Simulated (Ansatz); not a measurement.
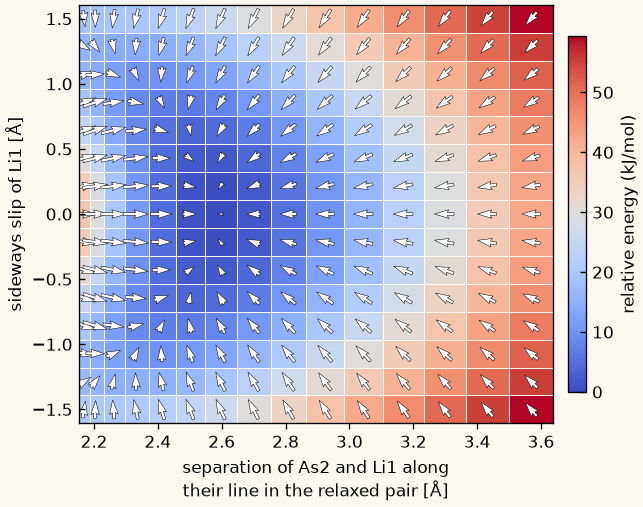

Energy landscape of AsH₃Li, charge +1. First axis: separation of As2 and Li1 along their line in the relaxed pair. Second axis: sideways slip of Li1. Nothing is relaxed (both partners rigid). The grid has 15 × 15 points. Points are written as (first, second). Energies: kJ/mol, counted from the lowest grid point. Theory: RHF-MP2, frozen core/def2-TZVPD (Ansatz 0.2.0).

Drawn: one coloured cell a grid point, arrows along the force (downhill), their lengths compressed. 

What does the map say about the system?

The lowest grid point is at (2.596 Å, 0.000 Å). No other kind of well shows on this grid. The highest grid point, (3.569 Å, −1.500 Å), lies 59.4 kJ/mol above the lowest. Round the minimum the two coordinates are nearly uncoupled.

The values on the grid:

```
second ↓, first →  2.169  2.204  2.261  2.331  2.411  2.500  2.596  2.699  2.808  2.923  3.043  3.168  3.297  3.431  3.569
            1.500   19.0   18.9   19.1   19.9   21.3   23.4   26.1   29.5   33.3   37.4   41.8   46.3   50.7   55.1   59.3
            1.286   15.7   14.9   14.2   14.0   14.8   16.4   19.0   22.4   26.4   31.0   35.8   40.8   45.8   50.7   55.4
            1.071   15.6   13.8   11.6   10.1    9.8   10.7   12.8   16.0   20.2   25.0   30.2   35.7   41.2   46.6   51.8
            0.857   18.7   15.5   11.5    8.3    6.6    6.4    7.9   10.8   14.8   19.8   25.3   31.2   37.1   43.0   48.7
            0.643   24.2   19.5   13.5    8.3    4.9    3.6    4.2    6.6   10.5   15.5   21.3   27.5   33.7   40.0   46.0
            0.429   30.4   24.3   16.4    9.4    4.5    1.9    1.8    3.8    7.4   12.4   18.3   24.7   31.2   37.7   44.0
            0.214   35.3   28.2   18.9   10.6    4.5    1.1    0.4    2.0    5.6   10.5   16.4   22.9   29.6   36.3   42.8
            0.000   37.2   29.7   19.8   11.0    4.6    0.9    0.0    1.5    4.9    9.9   15.8   22.3   29.1   35.8   42.4
           −0.214   35.3   28.2   18.8   10.5    4.5    1.1    0.4    2.0    5.6   10.5   16.4   22.9   29.6   36.3   42.8
           −0.429   30.5   24.4   16.4    9.4    4.5    1.9    1.8    3.8    7.4   12.4   18.3   24.7   31.2   37.7   44.0
           −0.643   24.4   19.7   13.6    8.4    5.0    3.6    4.3    6.7   10.6   15.6   21.3   27.5   33.7   40.0   46.0
           −0.857   19.1   15.9   11.8    8.6    6.8    6.6    8.0   10.9   14.9   19.9   25.4   31.2   37.2   43.0   48.7
           −1.071   16.2   14.3   12.1   10.6   10.1   11.0   13.1   16.2   20.3   25.1   30.3   35.8   41.3   46.7   51.9
           −1.286   16.6   15.8   14.9   14.7   15.3   16.9   19.4   22.7   26.7   31.2   36.0   41.0   45.9   50.8   55.5
           −1.500   20.2   20.0   20.1   20.7   22.0   24.0   26.7   29.9   33.7   37.8   42.1   46.5   50.9   55.2   59.4
```

Time for the 225 points that were run: 5.8 min on 1 thread of Intel(R) Xeon(R) 6975P-C (Granite Rapids) (shared host).
